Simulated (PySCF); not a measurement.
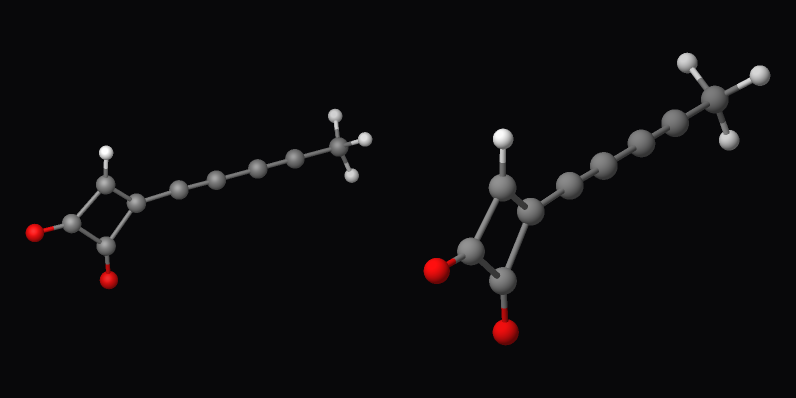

The same structure drawn twice, from different directions. Colours: carbon grey, oxygen red, hydrogen white.

The geometry was computed by an optimisation with PBE0-D3(BJ)/def2-SVP. No frequency run is at hand to confirm it as a minimum.

Describe the molecule.

The molecule is C9H4O2. Its SMILES string is `CC#CC#Cc1cc(=O)c1=O`. Independent rings (smallest set): 1 of 4 members, 1 of them aromatic. Among its groups: alkyne. Coordination, clear cases only: 1 C tetrahedral; 4 C linear.

The parts below concern this one geometry. Atoms keep their numbers from picture to picture.

### Excitation

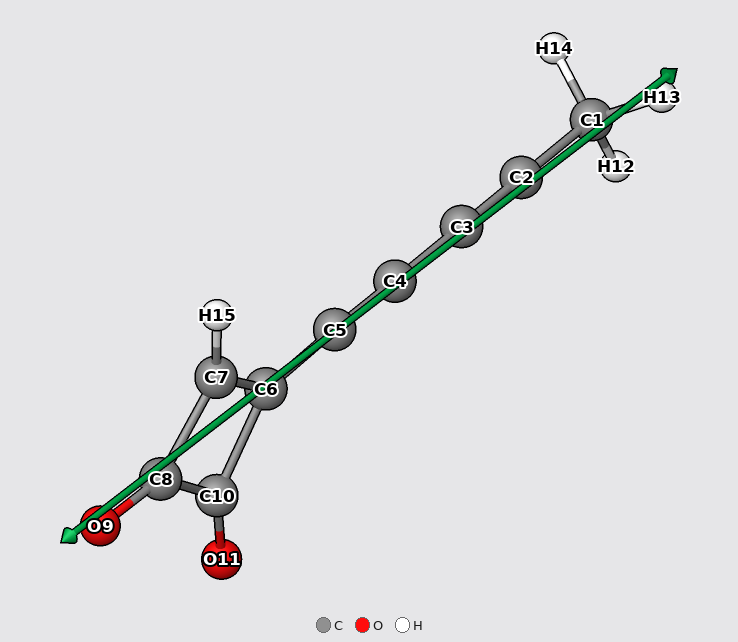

The double arrow shows the direction of the transition dipole to excited singlet state 3 (its length means nothing). No frequency run is at hand to confirm it as a minimum. Properties computed with TDDFT CAM-B3LYP/def2-SVPD, vertical, IEF-PCM tetrahydrofuran (non-equilibrium linear response), core orbitals frozen in the response (PySCF 2.14.0).

> How is the transition polarised?

Nearly parallel to the C4–C5 bond.

> Give its energy, strength and character.

3.87 eV (320 nm), oscillator strength 0.45, mainly HOMO−1 → LUMO (weight 0.80); transition dipole 5.54 D.

### Charges

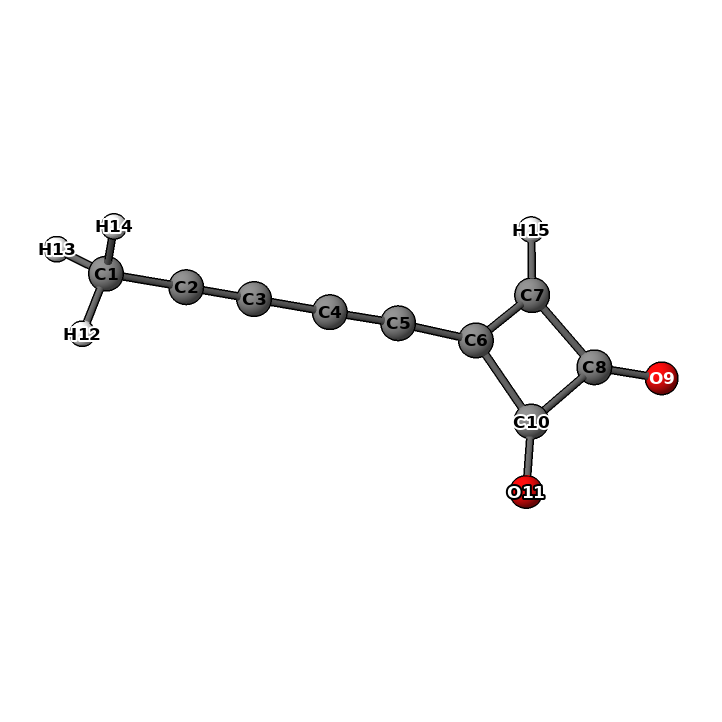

The questions are on IAO charges. No frequency run is at hand to confirm it as a minimum. Level of theory: PBE0/pcSseg-1 in chloroform (IEF-PCM) (PySCF 2.14.0).

> Which atom carries the highest charge (most positive or least negative)?

C10 (0.34 e).

> And the lowest?

C1 (−0.44 e).

List the IAO charges.

| atom | value (e) |
| --- | --- |
| C1 | −0.44 |
| C2 | 0.06 |
| C3 | −0.10 |
| C4 | 0.01 |
| C5 | −0.05 |
| C6 | −0.02 |
| C7 | −0.14 |
| C8 | 0.32 |
| O9 | −0.39 |
| C10 | 0.34 |
| O11 | −0.37 |
| H12 | 0.19 |
| H13 | 0.19 |
| H14 | 0.19 |
| H15 | 0.20 |

### NMR shielding

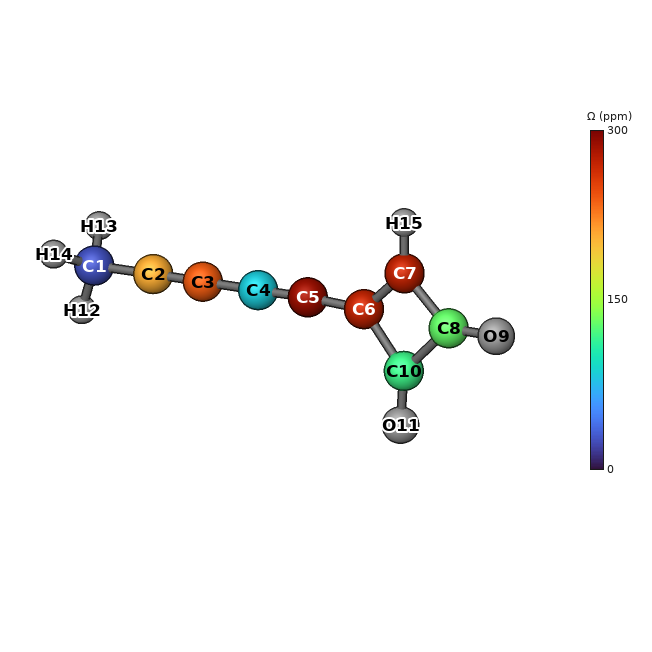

The C atoms are coloured by the span of their shielding tensor. No frequency run is at hand to confirm it as a minimum. Level of theory: GIAO PBE0/pcSseg-1 NMR shielding, non-relativistic, IEF-PCM chloroform (PySCF 2.14.0). Principal shieldings σ11 ≤ σ22 ≤ σ33, span Ω = σ33 − σ11, skew κ = 3(σiso − σ22)/Ω.

Give the shielding tensors of the C atoms.

| atom | σ11 | σ22 | σ33 | σiso | Ω | κ |
| --- | --- | --- | --- | --- | --- | --- |
| C1 | 167.9 | 169.7 | 195.1 | 177.6 | 27.2 | 0.87 |
| C2 | −11.9 | 5.7 | 194.2 | 62.7 | 206.1 | 0.83 |
| C3 | 37.4 | 38.1 | 276.4 | 117.3 | 239.0 | 0.99 |
| C4 | 23.7 | 28.8 | 107.8 | 53.4 | 84.0 | 0.88 |
| C5 | 29.2 | 30.1 | 315.4 | 124.9 | 286.2 | 0.99 |
| C6 | −136.5 | −36.2 | 133.7 | −13.0 | 270.2 | 0.26 |
| C7 | −136.8 | −35.2 | 134.1 | −12.6 | 270.9 | 0.25 |
| C8 | −87.1 | −20.1 | 42.6 | −21.5 | 129.7 | −0.03 |
| C10 | −82.9 | −1.8 | 34.3 | −16.8 | 117.2 | −0.38 |

Shieldings and span in ppm.
